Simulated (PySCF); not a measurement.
# C₂H₈N₂Si: runs on many settings, part 2 of 2

PySCF 2.14.0. Atoms count from 0. Earlier steps stand in the parts before.

### 5 Nuclear shieldings: PBE0/MINI

The job: settings as JSON, then the geometry in Å.

```
{"job": {"kind": "nmr", "xc": "PBE0", "basis": "MINI", "pop": true, "scf": {"damp": 0.3}, "grid": 3}, "charge": 0, "multiplicity": 1}
C      2.438593     0.171616    -0.088562
C      1.122317    -0.464713     0.204350
N      0.063682    -0.079053    -0.334282
Si    -1.601611    -0.524017    -0.243523
N     -2.564065     0.845313     0.181346
H      3.120526    -0.572720    -0.497676
H      2.877672     0.550494     0.833483
H      2.316372     0.984931    -0.797925
H      1.166917    -1.295298     0.925569
H     -1.932899    -0.889467    -1.616316
H     -1.955094    -1.545424     0.746939
H     -2.499637     1.193373     1.125067
H     -2.557162     1.625452    -0.456198
```

Method: GIAO PBE0/MINI NMR shielding, non-relativistic, gas phase.

The log of the run:

```text
damping 0.30 in the first 6 cycles
final grid: 153688 points
cycle   1  E = -476.4398275902  dE =  6.658e-01  |g| = 5.839e-01  |ddm| = 5.134e+00
cycle   2  E = -476.4884146980  dE = -4.859e-02  |g| = 4.736e-01  |ddm| = 1.547e+00
cycle   3  E = -476.5035481670  dE = -1.513e-02  |g| = 4.106e-01  |ddm| = 1.223e+00
cycle   4  E = -476.5080568718  dE = -4.509e-03  |g| = 4.040e-01  |ddm| = 1.096e+00
cycle   5  E = -476.5123977377  dE = -4.341e-03  |g| = 3.770e-01  |ddm| = 1.053e+00
cycle   6  E = -476.4092737849  dE =  1.031e-01  |g| = 7.130e-01  |ddm| = 1.486e+00
cycle   7  E = -476.1998781863  dE =  2.094e-01  |g| = 1.036e+00  |ddm| = 2.479e+00
cycle   8  E = -476.5538935422  dE = -3.540e-01  |g| = 4.981e-02  |ddm| = 1.621e+00
cycle   9  E = -476.5544146151  dE = -5.211e-04  |g| = 2.692e-02  |ddm| = 1.127e-01
cycle  10  E = -476.5546490535  dE = -2.344e-04  |g| = 6.454e-04  |ddm| = 4.562e-02
cycle  11  E = -476.5546492100  dE = -1.564e-07  |g| = 2.742e-04  |ddm| = 1.968e-03
cycle  12  E = -476.5546492349  dE = -2.494e-08  |g| = 7.342e-05  |ddm| = 5.741e-04
cycle  13  E = -476.5546492367  dE = -1.791e-09  |g| = 1.568e-05  |ddm| = 1.354e-04
cycle  14  E = -476.5546492368  dE = -1.008e-10  |g| = 2.939e-06  |ddm| = 3.854e-05
converged SCF energy = -476.5546492368

GIAO shielding tensors (ppm)
atom      isotropic    diamagn.    paramagn.     s11        s22        s33       span
  0 C      190.808     241.858     -51.049    174.541    185.533    212.351     37.809
  1 C      101.804     245.747    -143.942     28.552    105.610    171.251    142.700
  2 N     -102.968     314.833    -417.801   -697.568    -25.775    414.439   1112.007
  3 Si     654.003     872.372    -218.369    583.453    660.075    718.481    135.028
  4 N      344.813     312.528      32.284    273.721    312.308    448.409    174.688
  5 H       28.515      28.066       0.449     24.664     25.988     34.894     10.230
  6 H       28.587      27.084       1.503     24.945     26.149     34.667      9.722
  7 H       28.402      25.102       3.300     23.447     27.125     34.633     11.186
  8 H       22.450      27.909      -5.459     20.382     20.887     26.082      5.701
  9 H       27.002      28.954      -1.952     22.763     24.958     33.285     10.522
 10 H       27.113      28.876      -1.763     22.729     24.782     33.830     11.101
 11 H       31.761      26.696       5.065     23.251     27.019     45.014     21.763
 12 H       31.503      27.058       4.445     22.680     26.681     45.147     22.468
```

It took 3.6 s on 1 thread of Arm Neoverse V2, shared host.

This run: δ C1 124.9, C0 35.9, N2 404.5, N4 -43.3, H8 8.27, H9 3.66 ppm (means over like atoms).

### 6 TDDFT and polarisability: PBE/cc-pVDZ

Settings changed since step 5:

```diff
@@ -1,2 +1,2 @@
-{"job": {"kind": "nmr", "xc": "PBE0", "basis": "MINI", "pop": true, "scf": {"damp": 0.3}, "grid": 3}, "charge": 0, "multiplicity": 1}
+{"job": {"kind": "uv", "xc": "PBE", "basis": "cc-pVDZ", "nstates": 6, "ntriplets": 5, "tda": false, "scf": {"damp": 0.2}}, "charge": 0, "multiplicity": 1}
 C      2.438593     0.171616    -0.088562
```

Method: TDDFT PBE/cc-pVDZ, vertical, gas phase, core orbitals frozen in the response.

The log of the run:

```text
damping 0.20 in the first 6 cycles
final grid: 99304 points
cycle   1  E = -479.5168953300  dE =  4.371e-01  |g| = 7.146e-01  |ddm| = 6.759e+00
cycle   2  E = -479.3961859230  dE =  1.207e-01  |g| = 1.007e+00  |ddm| = 2.581e+00
cycle   3  E = -479.1014868481  dE =  2.947e-01  |g| = 1.539e+00  |ddm| = 3.422e+00
cycle   4  E = -477.8718115705  dE =  1.230e+00  |g| = 2.522e+00  |ddm| = 6.401e+00
cycle   5  E = -476.9231450801  dE =  9.487e-01  |g| = 3.356e+00  |ddm| = 8.800e+00
cycle   6  E = -463.4031068905  dE =  1.352e+01  |g| = 5.294e+00  |ddm| = 1.928e+01
cycle   7  E = -428.6962833350  dE =  3.471e+01  |g| = 8.416e+00  |ddm| = 4.341e+01
cycle   8  E = -476.9712693623  dE = -4.827e+01  |g| = 3.228e+00  |ddm| = 3.745e+01
cycle   9  E = -469.0222221685  dE =  7.949e+00  |g| = 4.991e+00  |ddm| = 1.038e+01
cycle  10  E = -479.3924238475  dE = -1.037e+01  |g| = 9.628e-01  |ddm| = 8.174e+00
cycle  11  E = -479.4835640018  dE = -9.114e-02  |g| = 7.149e-01  |ddm| = 1.684e+00
cycle  12  E = -479.5957736585  dE = -1.122e-01  |g| = 4.008e-01  |ddm| = 1.184e+00
cycle  13  E = -479.6283900521  dE = -3.262e-02  |g| = 2.082e-01  |ddm| = 8.076e-01
cycle  14  E = -479.6383730830  dE = -9.983e-03  |g| = 5.630e-02  |ddm| = 4.040e-01
cycle  15  E = -479.6391806835  dE = -8.076e-04  |g| = 1.248e-02  |ddm| = 1.366e-01
cycle  16  E = -479.6392178435  dE = -3.716e-05  |g| = 4.928e-03  |ddm| = 2.942e-02
cycle  17  E = -479.6392240264  dE = -6.183e-06  |g| = 7.859e-04  |ddm| = 8.947e-03
cycle  18  E = -479.6392241804  dE = -1.540e-07  |g| = 1.585e-04  |ddm| = 1.764e-03
cycle  19  E = -479.6392241882  dE = -7.744e-09  |g| = 3.218e-05  |ddm| = 3.909e-04
cycle  20  E = -479.6392241884  dE = -2.887e-10  |g| = 1.113e-05  |ddm| = 7.348e-05
converged SCF energy = -479.6392241884

Static polarisability (au): isotropic 63.470, principal 48.242 55.394 86.775

Singlet excitations
state   eV       nm        f      main configurations
  1   4.0613    305.3   0.00036   H->L 0.99
  2   4.6382    267.3   0.04040   H-1->L 0.98
  3   6.0742    204.1   0.03393   H->L+1 0.95
  4   6.3914    194.0   0.03497   H->L+2 0.92
  5   6.6761    185.7   0.00824   H-1->L+1 0.97
  6   6.7356    184.1   0.15484   H-2->L 0.52, H-3->L 0.40

Triplet excitations (Tamm-Dancoff, eV): 3.5397 4.3020 5.3257 5.7493 6.1267
```

Wall time 14 s (1 thread of Arm Neoverse V2, shared host).

The orbitals next to the gap, with their largest atomic shares:

```
orbital     eV                         atoms
 HOMO−3  -8.17   Si3 31 %, H10 22 %, N2 14 %
 HOMO−2  -7.34     N2 29 %, C1 20 %, H9 18 %
 HOMO−1  -5.69      N4 80 %, Si3 7 %, N2 5 %
   HOMO  -5.10      N2 63 %, C1 9 %, Si3 7 %
   LUMO  -1.24    C1 47 %, N2 28 %, Si3 11 %
 LUMO+1   0.83  Si3 43 %, H11 14 %, H12 12 %
 LUMO+2   1.19     Si3 36 %, H8 13 %, H6 8 %
```

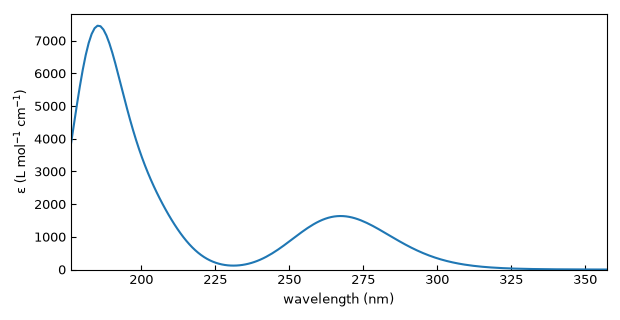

Absorption spectrum: each of the 6 states is a Gaussian band of 0.4 eV half-width at 1/e. Beyond the last state computed it falls off for lack of states.

Further results of this job:

```
           property  computed
  dipole moment (D)      1.87
polarisability (Å³)      9.41
 HOMO–LUMO gap (eV)      3.86
      −ε(HOMO) (eV)      5.10
```

### 7 Comparing the runs: NMR shifts

Shifts (ppm) of some atoms, chosen among heavy atoms and hydrogens apart, means over like atoms, with basis size and wall time:

```
           run     C1    C0    H9    H11     N2     N4    Si3  functions   time
PBE0/def2-TZVP  173.6  32.6  5.35   0.51  388.7   25.5  -41.5        209   17 s
     PBE0/MINI  124.9  35.9  3.66  -0.91  404.5  -43.3  -38.2         37  3.6 s
```

### 8 Summary of results

What follows sums up all 2 parts.

```
                                                               quantity                                            value
                     largest coupling of the table (HSE06/aug-pcSseg-1)                       ¹J(Si,H) Si3–H9, -202.6 Hz
                                ¹³C shifts against TMS (PBE0/def2-TZVP)                                  173.6, 32.6 ppm
¹H shifts against TMS (PBE0/def2-TZVP, means over atoms taken as alike)                       9.16, 5.35, 2.07, 0.51 ppm
                                ¹⁵N shifts against NH3 (PBE0/def2-TZVP)                                  388.7, 25.5 ppm
                               ²⁹Si shifts against TMS (PBE0/def2-TZVP)                                        -41.5 ppm
                                           lowest singlet (PBE/cc-pVDZ)                      4.06 eV (305 nm), f = 0.000
                               brightest single state of those computed                      state 6, 6.74 eV, f = 0.155
                                                         lowest triplet                                          3.54 eV
                                               range of the shift of N4                                -43.3 to 25.5 ppm
                                          property runs in this session  5, of which 1 failed and 1 gave unsound results
```

What this shows: Single values in the summary come from the first run of each kind that ended normally (HSE06/aug-pcSseg-1; PBE0/def2-TZVP; PBE/cc-pVDZ), which need not be the best level. In the run at HSE06/aug-pcSseg-1, the largest coupling of the table is Si3–H9 (mean over like pairs), -202.6 Hz, of which the Fermi-contact term gives -202.9 Hz. Couplings across rotatable bonds belong to this one conformer; where others are populated, the observed values are averages. At PBE0/def2-TZVP: The widest tensor belongs to N2: span 638 ppm, with a paramagnetic part of -443 ppm. The lowest singlet, at 4.06 eV, is HOMO→LUMO 0.99 and is dark; of the 6 states computed, the strongest absorption comes from state 6 at 6.74 eV (the last computed, so partners may be missing). The lowest triplet lies 0.52 eV below the lowest singlet (triplets in Tamm-Dancoff, singlets in full TDDFT). States above −ε(HOMO) lie where TDDFT describes them poorly and they hang on the basis; the brightest is among them. The basis of PBE/cc-pVDZ has no diffuse functions, so Rydberg states are missing and the high states are unreliable. In ppm, N4 moves most: its shift spreads over 68.8 ppm, from -43.3 (PBE0/MINI) to 25.5 (PBE0/def2-TZVP). A minimal basis is unusable for shieldings, so that end is no result. Couplings from bases without tight functions are rough.
